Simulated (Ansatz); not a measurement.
# ZnH₂O + HF: a complex and its separated parts, part 2 of 2

Ansatz 0.2.0, Gaussian basis. The steps go on from the part before.

## (14) wB97X-V/def2-TZVPP

The inputs:

parta/in.yaml

```yaml
crystal:
  periodic: [false, false, false]
  atoms:
    - {symbol: Zn, position_ang: [-0.145146, -0.331088, 0.661191]}
    - {symbol: H, position_ang: [-0.416160, 0.894268, 1.508230]}
    - {symbol: O, position_ang: [0.192193, -1.690647, -0.428158]}
    - {symbol: H, position_ang: [0.148945, -2.575575, -0.064645]}
basis:
  gaussian: {orbitals: def2-TZVPP}
hamiltonian: {xc: {name: wB97X-V}}
```

partb/in.yaml

```yaml
crystal:
  periodic: [false, false, false]
  atoms:
    - {symbol: H, position_ang: [0.021022, 2.199459, -0.550862]}
    - {symbol: F, position_ang: [0.199147, 1.503581, -1.125755]}
basis:
  gaussian: {orbitals: def2-TZVPP}
hamiltonian: {xc: {name: wB97X-V}}
```

Each run has its own folder and the same command.

Launch:

```
> ansatz run in.yaml --threads 4 --pin off --events-out ev --progress --plain --max-ram 9574MiB
```

parta printed, shortened:

```text
Functional definition: wB97X-V
  name "wB97X-V"
  cite "Mardirossian & Head-Gordon, Phys. Chem. Chem. Phys. 16, 9904 (2014) doi:10.1039/C3CP54374A"
  cite "Becke, J. Chem. Phys. 107, 8554 (1997) doi:10.1063/1.475007"
  cite "Vydrov & Van Voorhis, J. Chem. Phys. 133, 244103 (2010) doi:10.1063/1.3521275"
[...]
      + integral(e_c_pw_opposite_spin*poly(b97_u_opposite, cos0, cos1)) + vv10(b, c)
805 factors; their error is unknown
137 factors; integrals over basis functions are off by at most 3.5e-5 eV
[...]
mean field -50495.26018634 eV, -1855.6665849314 hartree, gradient 7.4e-5 eV, S^2 0.000000; 0 other end points of the search recorded, 0 dependent functions left out
reference -50495.26018443 eV, -1855.6665848612 hartree; 20, 20 occupied and 103, 103 virtual orbitals, 805 factors
Total energy: -50495.26018443 eV, -1855.6665848612 hartree
```

partb printed, shortened:

```text
[... 5 set-up lines as earlier in the session ...]
[...]
      + integral(e_c_pw_opposite_spin*poly(b97_u_opposite, cos0, cos1)) + vv10(b, c)
215 factors; their error is unknown
48 factors; integrals over basis functions are off by at most 2.2e-5 eV
[...]
mean field -2733.49560682 eV, -100.4541107207 hartree, gradient 1.0e-5 eV, S^2 0.000000; 0 other end points of the search recorded, 0 dependent functions left out
reference -2733.49560623 eV, -100.4541106989 hartree; 5, 5 occupied and 40, 40 virtual orbitals, 215 factors
Total energy: -2733.49560623 eV, -100.4541106989 hartree
```

Times: 2.1 s (parta), 0.3 s (partb) on 4 threads of Arm Neoverse V1, shared host.

## (15) wB97M-V/def2-TZVPP

Each input of step 14 (parta, partb) changes in the same lines:

```diff
-hamiltonian: {xc: {name: wB97X-V}}
+hamiltonian: {xc: {name: wB97M-V}}
```

Each run has its own folder and the same command.

Launch:

```
> ansatz run in.yaml --threads 4 --pin off --events-out ev --progress --plain --max-ram 9574MiB
```

Log of parta, shortened:

```text
Functional definition: wB97M-V
  name "wB97M-V"
  cite "Mardirossian & Head-Gordon, J. Chem. Phys. 144, 214110 (2016) doi:10.1063/1.4952647"
[... 2 set-up lines as earlier in the session ...]
  # Of w^i u^j: cxij and so on, Table III.
[...]
  gx(w, u) = 1 - cx + cx01*u + cx10*w
[...]
      + integral(e_c_pw_mod_opposite_spin*gos(b97_w_opposite, b97_u_opposite)) + vv10(b, c)
805 factors; their error is unknown
137 factors; integrals over basis functions are off by at most 3.5e-5 eV
[...]
mean field -50497.20356545 eV, -1855.7380027963 hartree, gradient 6.7e-5 eV, S^2 0.000000; 0 other end points of the search recorded, 0 dependent functions left out
reference -50497.20361204 eV, -1855.7380045084 hartree; 20, 20 occupied and 103, 103 virtual orbitals, 805 factors
Total energy: -50497.20361204 eV, -1855.7380045084 hartree
```

Output in partb, shortened:

```text
[... 5 set-up lines as earlier in the session ...]
  # Of w^i u^j: cxij and so on, Table III.
[...]
  gx(w, u) = 1 - cx + cx01*u + cx10*w
[...]
      + integral(e_c_pw_mod_opposite_spin*gos(b97_w_opposite, b97_u_opposite)) + vv10(b, c)
215 factors; their error is unknown
48 factors; integrals over basis functions are off by at most 2.2e-5 eV
[...]
mean field -2733.67553260 eV, -100.4607228714 hartree, gradient 1.2e-5 eV, S^2 0.000000; 0 other end points of the search recorded, 0 dependent functions left out
reference -2733.67554727 eV, -100.4607234103 hartree; 5, 5 occupied and 40, 40 virtual orbitals, 215 factors
Total energy: -2733.67554727 eV, -100.4607234103 hartree
```

They took 2.4 s (parta), 0.3 s (partb) on 4 threads of Arm Neoverse V1, shared host.

## (16) B2PLYP/def2-TZVPP

parta/in.yaml: that of step 15 with these lines changed.

```diff
@@ -9,2 +9,3 @@
   gaussian: {orbitals: def2-TZVPP}
-hamiltonian: {xc: {name: wB97M-V}}
+hamiltonian: {xc: {name: B2PLYP}}
+correlation: {frozen_orbitals: {H: 0, O: 1, Zn: 9}}
```

partb/in.yaml: that of step 15 with these lines changed.

```diff
@@ -7,2 +7,2 @@
   gaussian: {orbitals: def2-TZVPP}
-hamiltonian: {xc: {name: wB97M-V}}
+hamiltonian: {xc: {name: B2PLYP}}
```

The same command starts each run, in its folder.

Launch:

```
> ansatz run in.yaml --threads 4 --pin off --events-out ev --progress --plain --max-ram 9574MiB
```

parta printed, shortened:

```text
Functional definition: B2PLYP
  name "B2PLYP"
  cite "Grimme, J. Chem. Phys. 124, 034108 (2006) doi:10.1063/1.2148954"
[... 2 set-up lines as earlier in the session ...]
[...]
809 factors; integrals over basis functions are off by at most 1.1e-3 eV
[...]
mean field -50485.00343560 eV, -1855.2896562939 hartree, gradient 4.0e-6 eV, S^2 0.000000; 0 other end points of the search recorded, 0 dependent functions left out
10 core orbitals not correlated: weight in the atoms' cores, before any rotation towards them, 1.000 or more for the frozen orbitals, at most 0.000 for the correlated occupied ones
reference -50485.00356924 eV, -1855.2896612050 hartree; 10, 10 occupied and 103, 103 virtual orbitals, 809 factors
second order -24.73702702 eV of doubles, -0.00000000 eV of singles
Total energy: -50491.68256653 eV, -1855.5351098284 hartree
```

partb printed, shortened:

```text
[... 5 set-up lines as earlier in the session ...]
[...]
287 factors; integrals over basis functions are off by at most 1.0e-3 eV
[...]
mean field -2730.72523931 eV, -100.3523015926 hartree, gradient 1.4e-6 eV, S^2 0.000000; 0 other end points of the search recorded, 0 dependent functions left out
1 core orbitals not correlated: weight in the atoms' cores, before any rotation towards them, 1.000 or more for the frozen orbitals, at most 0.000 for the correlated occupied ones
reference -2730.72529601 eV, -100.3523036764 hartree; 4, 4 occupied and 40, 40 virtual orbitals, 287 factors
second order -8.59403078 eV of doubles, -0.00000000 eV of singles
Total energy: -2733.04568432 eV, -100.4375763739 hartree
```

Wall times: 1.4 s (parta), 0.2 s (partb) on 4 threads of Arm Neoverse V1, shared host.

## (17) PBE-QIDH/def2-TZVPP

The same edit goes into each in.yaml of step 16 (parta, partb):

```diff
-hamiltonian: {xc: {name: B2PLYP}}
+hamiltonian: {xc: {name: PBE-QIDH}}
```

One command serves all of them, each in its own folder.

Launch:

```
> ansatz run in.yaml --threads 4 --pin off --events-out ev --progress --plain --max-ram 9574MiB
```

Output in parta, shortened:

```text
Functional definition: PBE-QIDH
  name "PBE-QIDH"
  cite "Brémond, Sancho-García, Pérez-Jiménez & Adamo, J. Chem. Phys. 141, 031101 (2014) doi:10.1063/1.4890314"
[... 1 set-up line as earlier in the session ...]
[...]
809 factors; integrals over basis functions are off by at most 1.1e-3 eV
[...]
mean field -50476.88966413 eV, -1854.9914806923 hartree, gradient 4.7e-6 eV, S^2 0.000000; 0 other end points of the search recorded, 0 dependent functions left out
10 core orbitals not correlated: weight in the atoms' cores, before any rotation towards them, 1.000 or more for the frozen orbitals, at most 0.000 for the correlated occupied ones
reference -50476.88967599 eV, -1854.9914811279 hartree; 10, 10 occupied and 103, 103 virtual orbitals, 809 factors
second order -23.08544813 eV of doubles, -0.00000000 eV of singles
Total energy: -50484.58482536 eV, -1855.2742726515 hartree
```

Output in partb, shortened:

```text
[... 4 set-up lines as earlier in the session ...]
[...]
287 factors; integrals over basis functions are off by at most 1.0e-3 eV
[...]
mean field -2728.92250122 eV, -100.2860521899 hartree, gradient 3.9e-6 eV, S^2 0.000000; 0 other end points of the search recorded, 0 dependent functions left out
1 core orbitals not correlated: weight in the atoms' cores, before any rotation towards them, 1.000 or more for the frozen orbitals, at most 0.000 for the correlated occupied ones
reference -2728.92250458 eV, -100.2860523131 hartree; 4, 4 occupied and 40, 40 virtual orbitals, 287 factors
second order -8.07153273 eV of doubles, -0.00000000 eV of singles
Total energy: -2731.61301549 eV, -100.3849267653 hartree
```

They took 1.3 s (parta), 0.2 s (partb) on 4 threads of Arm Neoverse V1, shared host.

## (18) RPA on PBE/def2-TZVPP

parta/in.yaml: that of step 17 with these lines changed.

```diff
@@ -9,3 +9,3 @@
   gaussian: {orbitals: def2-TZVPP}
-hamiltonian: {xc: {name: PBE-QIDH}}
-correlation: {frozen_orbitals: {H: 0, O: 1, Zn: 9}}
+hamiltonian: {xc: pbe}
+correlation: {method: rpa, frozen_orbitals: {H: 0, O: 1, Zn: 9}}
```

partb/in.yaml: that of step 17 with these lines changed.

```diff
@@ -7,2 +7,3 @@
   gaussian: {orbitals: def2-TZVPP}
-hamiltonian: {xc: {name: PBE-QIDH}}
+hamiltonian: {xc: pbe}
+correlation: {method: rpa}
```

One command serves all of them, each in its own folder.

Launch:

```
> ansatz run in.yaml --threads 4 --pin off --events-out ev --progress --plain --max-ram 9574MiB
```

Output in parta, shortened:

```text
[... 4 set-up lines as earlier in the session ...]
[...]
809 factors; integrals over basis functions are off by at most 1.1e-3 eV
[...]
mean field -50491.13625574 eV, -1855.5150332770 hartree, gradient 5.5e-6 eV, S^2 0.000000; 0 other end points of the search recorded, 0 dependent functions left out
10 core orbitals not correlated: weight in the atoms' cores, before any rotation towards them, 1.000 or more for the frozen orbitals, at most 0.000 for the correlated occupied ones
reference -50444.78289140 eV, -1853.8115785570 hartree; 10, 10 occupied and 103, 103 virtual orbitals, 809 factors
Total energy: -50473.05234146 eV, -1854.8504616850 hartree
```

Log of partb, shortened:

```text
[... 4 set-up lines as earlier in the session ...]
[...]
287 factors; integrals over basis functions are off by at most 1.0e-3 eV
[...]
mean field -2731.84357467 eV, -100.3933996591 hartree, gradient 9.3e-7 eV, S^2 0.000000; 0 other end points of the search recorded, 0 dependent functions left out
1 core orbitals not correlated: weight in the atoms' cores, before any rotation towards them, 1.000 or more for the frozen orbitals, at most 0.000 for the correlated occupied ones
reference -2722.68124550 eV, -100.0566902726 hartree; 4, 4 occupied and 40, 40 virtual orbitals, 287 factors
Total energy: -2733.63265756 eV, -100.4591472425 hartree
```

Wall times: 1.2 s (parta), 0.2 s (partb) on 4 threads of Arm Neoverse V1, shared host.

## (19) CCSD(T)/def2-TZVPP

parta/in.yaml: that of step 18 with these lines changed.

```diff
@@ -9,3 +9,2 @@
   gaussian: {orbitals: def2-TZVPP}
-hamiltonian: {xc: pbe}
-correlation: {method: rpa, frozen_orbitals: {H: 0, O: 1, Zn: 9}}
+correlation: {method: ccsd_t, frozen_orbitals: {H: 0, O: 1, Zn: 9}}
```

partb/in.yaml: that of step 18 with these lines changed.

```diff
@@ -7,3 +7,2 @@
   gaussian: {orbitals: def2-TZVPP}
-hamiltonian: {xc: pbe}
-correlation: {method: rpa}
+correlation: {method: ccsd_t}
```

One command serves all of them, each in its own folder.

Launch:

```
> ansatz run in.yaml --threads 4 --pin off --events-out ev --progress --plain --max-ram 9574MiB
```

Log of parta, shortened:

```text
Functional definition: HF
  name "HF"
  cite "Fock, Z. Phys. 61, 126 (1930) doi:10.1007/BF01340294"
[... 1 set-up line as earlier in the session ...]
[...]
809 factors; integrals over basis functions are off by at most 1.1e-3 eV
[...]
mean field -50446.21915099 eV, -1853.8643601234 hartree, gradient 1.4e-6 eV, S^2 0.000000; 0 other end points of the search recorded, 0 dependent functions left out
10 core orbitals not correlated: weight in the atoms' cores, before any rotation towards them, 1.000 or more for the frozen orbitals, at most 0.000 for the correlated occupied ones
reference -50446.21915099 eV, -1853.8643601234 hartree; 10, 10 occupied and 103, 103 virtual orbitals, 809 factors
second order -20.85272737 eV of doubles, -0.00000000 eV of singles
cycle   1  -18.98283539 eV  change     1.9e0 eV  update   1.2e-1
[...]
cycle  10  -19.70812002 eV  change   -2.4e-5 eV  update   1.1e-5
perturbative correction -0.62369123 eV, -0.0229202300 hartree
Total energy: -50466.55096224 eV, -1854.6115404054 hartree
```

Output in partb, shortened:

```text
[... 4 set-up lines as earlier in the session ...]
[...]
287 factors; integrals over basis functions are off by at most 1.0e-3 eV
[...]
mean field -2722.91270823 eV, -100.0651963711 hartree, gradient 4.5e-6 eV, S^2 0.000000; 0 other end points of the search recorded, 0 dependent functions left out
1 core orbitals not correlated: weight in the atoms' cores, before any rotation towards them, 1.000 or more for the frozen orbitals, at most 0.000 for the correlated occupied ones
reference -2722.91270823 eV, -100.0651963711 hartree; 4, 4 occupied and 40, 40 virtual orbitals, 287 factors
second order -7.36485666 eV of doubles, -0.00000000 eV of singles
cycle   1  -7.29621625 eV  change    6.9e-2 eV  update   3.9e-2
[...]
cycle   8  -7.43089707 eV  change    6.8e-7 eV  update   3.3e-6
perturbative correction -0.17033798 eV, -0.0062598052 hartree
Total energy: -2730.51394328 eV, -100.3445366068 hartree
```

They took 2.4 s (parta), 0.2 s (partb) on 4 threads of Arm Neoverse V1, shared host; peak memory 0.44 GiB.

## (20) Vibrations of ZnH₂O

Contents of vib-parta/in.yaml:

```yaml
crystal:
  periodic: [false, false, false]
  atoms:
    - {symbol: Zn, position_ang: [-0.145146, -0.331088, 0.661191]}
    - {symbol: H, position_ang: [-0.416160, 0.894268, 1.508230]}
    - {symbol: O, position_ang: [0.192193, -1.690647, -0.428158]}
    - {symbol: H, position_ang: [0.148945, -2.575575, -0.064645]}
basis:
  gaussian: {orbitals: def2-TZVP}
hamiltonian: {xc: pbe0, dispersion: d4}
phonons: {temperatures: {t_min: 298.15, t_max: 900, t_step: 200}}
```

Launch:

```
> ansatz run in.yaml --threads 4 --pin off --events-out ev --progress --plain --max-ram 9574MiB
```

Standard output, shortened:

```text
[... 5 set-up lines as earlier in the session ...]
[...]
780 factors; their error is unknown
[...]
mean field -50491.46010710 eV, -1855.5269345951 hartree, gradient 2.9e-5 eV, S^2 0.000000; 0 other end points of the search recorded, 0 dependent functions left out
[...]
Atom 1 at    -0.416160     0.894268     1.508230 Å, force     0.000017    -0.000053    -0.000056 eV/Å
Atom 2 at     0.192193    -1.690647    -0.428158 Å, force     0.000220    -0.001580    -0.000564 eV/Å
Atom 3 at     0.148945    -2.575575    -0.064645 Å, force     0.000052     0.000418    -0.000301 eV/Å
Dipole moment:    -0.070995    -0.060988     0.302619 e Å
Vibrations: 471.34 488.68 666.45 722.84 1985.08 3923.89 cm⁻¹, zero-point energy 0.511948 eV
```

It took 8.5 s on 4 threads of Arm Neoverse V1, shared host.

Wavenumbers and character of the modes:

```tsv
mode	wavenumber (cm⁻¹)	character
1	471	bend
2	489	bend
3	666	Zn–O stretch
4	723	bend
5	1985	Zn–H stretch
6	3924	O–H stretch
```

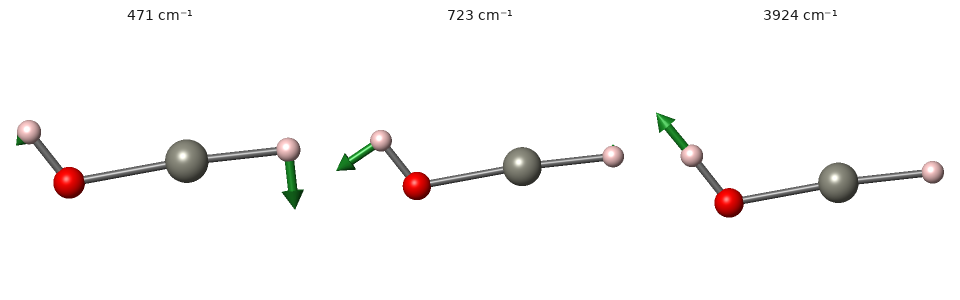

How the atoms move in 3 of the modes.

Vibrational sums (real modes only):

```tsv
T (K)	entropy (J/mol/K)	heat capacity (J/mol/K)
298	8.6	17.9
498	20.3	27.1
698	30.2	32.0
898	38.7	35.3
```

## (21) Vibrations of HF

Contents of vib-partb/in.yaml:

```yaml
crystal:
  periodic: [false, false, false]
  atoms:
    - {symbol: H, position_ang: [0.021022, 2.199459, -0.550862]}
    - {symbol: F, position_ang: [0.199147, 1.503581, -1.125755]}
basis:
  gaussian: {orbitals: def2-TZVP}
hamiltonian: {xc: pbe0, dispersion: d4}
phonons: {temperatures: {t_min: 298.15, t_max: 900, t_step: 200}}
```

Launch:

```
> ansatz run in.yaml --threads 4 --pin off --events-out ev --progress --plain --max-ram 9574MiB
```

Standard output, shortened:

```text
[... 5 set-up lines as earlier in the session ...]
[...]
200 factors; their error is unknown
[...]
mean field -2731.80169997 eV, -100.3918607921 hartree, gradient 6.9e-6 eV, S^2 0.000000; 0 other end points of the search recorded, 0 dependent functions left out
[...]
reference -2731.80152080 eV, -100.3918542079 hartree; 5, 5 occupied and 32, 32 virtual orbitals, 200 factors
Total energy: -2731.80322169 eV, -100.3919167145 hartree
Atom 0 at     0.021022     2.199459    -0.550862 Å, force    -0.000136     0.000531     0.000439 eV/Å
Atom 1 at     0.199147     1.503581    -1.125755 Å, force     0.000136    -0.000531    -0.000439 eV/Å
Dipole moment:    -0.077601     0.303163     0.250455 e Å
Vibrations: 4153.05 cm⁻¹, zero-point energy 0.257456 eV
```

It took 0.9 s on 4 threads of Arm Neoverse V1, shared host.

Wavenumbers and character of the modes:

```tsv
mode	wavenumber (cm⁻¹)	character
1	4153	F–H stretch
```

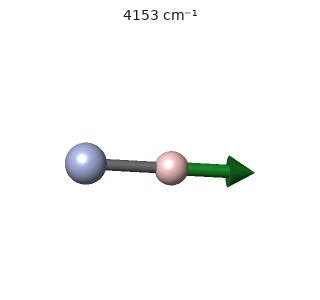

Displacements of 1 modes, as arrows.

Vibrational sums (real modes only):

```tsv
T (K)	entropy (J/mol/K)	heat capacity (J/mol/K)
298	0.0	0.0
498	0.0	0.0
698	0.0	0.1
898	0.1	0.5
```

## (22) Complex less separated parts

The complex's own energies come from single points at the same levels.

Rows are in def2-TZVPP; times add the 3 runs of a level on a shared host, so small differences are noise.

Differences are taken before rounding.

```tsv
method	rung	complex less parts (kJ/mol)	from CCSD(T) (kJ/mol)	time
SPW92	LDA	-27.2	-14.1	1.2 s
PBE-D4	GGA	-16.2	-3.2	1.9 s
BLYP-D4	GGA	-13.0	0.0	1.9 s
r2SCAN-D4	meta-GGA	-19.2	-6.1	4 s
B97M-V	meta-GGA	-18.8	-5.7	6.4 s
PBE0-D4	hybrid	-15.3	-2.2	2.4 s
B3LYP-D4	hybrid	-13.8	-0.7	2.4 s
r2SCAN0-D4	hybrid	-18.0	-4.9	4.6 s
BHLYP-D4	hybrid	-15.6	-2.5	2.3 s
CAM-B3LYP-D4	range-separated hybrid	-16.5	-3.4	2.8 s
wB97X-V	range-separated hybrid	-16.7	-3.6	6 s
wB97M-V	range-separated hybrid	-17.3	-4.3	6.9 s
B2PLYP	double hybrid	-11.8	+1.2	4 s
PBE-QIDH	double hybrid	-13.5	-0.5	4.1 s
RPA on PBE	RPA	-9.5	+3.6	3.8 s
Hartree-Fock	wavefunction	-7.9	+5.1	
MP2	wavefunction	-11.9	+1.1	
CCSD	wavefunction	-12.1	+1.0	
CCSD(T)	wavefunction	-13.1	0	32 s
```

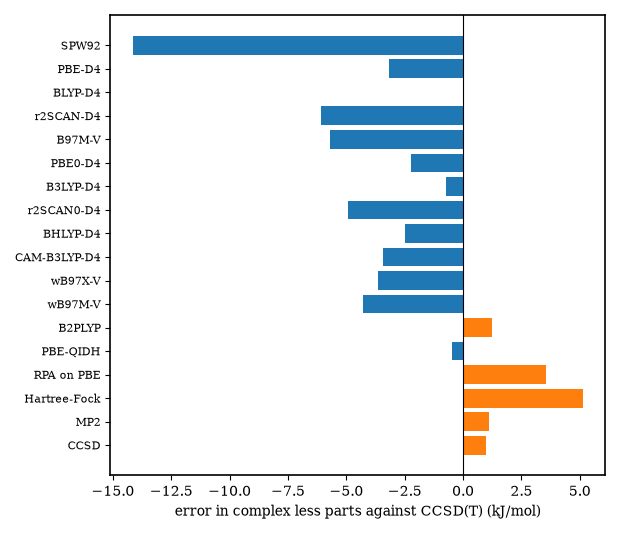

How far each level lands from CCSD(T).

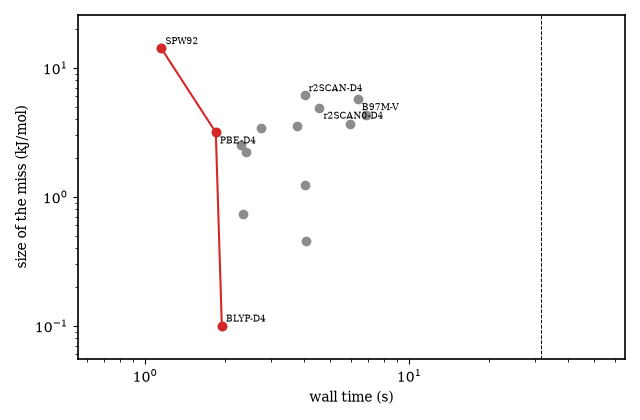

Accuracy for the time spent; red marks the levels that beat every quicker one drawn (of those quicker than the yardstick), and the dashed line is the time of CCSD(T). Only those levels and the largest misses are named. Misses under 0.1 kJ/mol are drawn at that value. Times are from a shared host.

For cost: BLYP-D4 gets within 0.0 kJ/mol in 1.9 s, where CCSD(T) took 32 s; the quickest level in the cost chart, SPW92, takes 1.2 s and misses by 14.1 kJ/mol.

The complex's zero-point energy, from a separate PBE0-D4 run, is 0.821 eV.

## (23) Outcome

The summary covers parts 1 to 2.

| quantity | value |
| --- | --- |
| complex less parts, CCSD(T)/def2-TZVPP | -13.1 kJ/mol |
| with zero-point energy | -8.0 kJ/mol |
| largest T1 diagnostic | 0.018 |

What this shows: At CCSD(T) the complex lies 13.1 kJ/mol below its parts. BLYP-D4 is the best functional here (0.0 kJ/mol from CCSD(T)); SPW92 is the worst (-14.1 kJ/mol). Mean unsigned error by rung: LDA 14.1, GGA 1.6, meta-GGA 5.9, hybrid 2.6, range-separated hybrid 3.8, double hybrid 0.8 kJ/mol. PBE-D4 gives a relative energy 3.2 kJ/mol too low, inside chemical accuracy (1 kcal/mol, 4.2 kJ/mol). No counterpoise was applied, and triple zeta lacks some correlation, so the CCSD(T) reference has a basis error of its own, and close matches with it are partly luck.
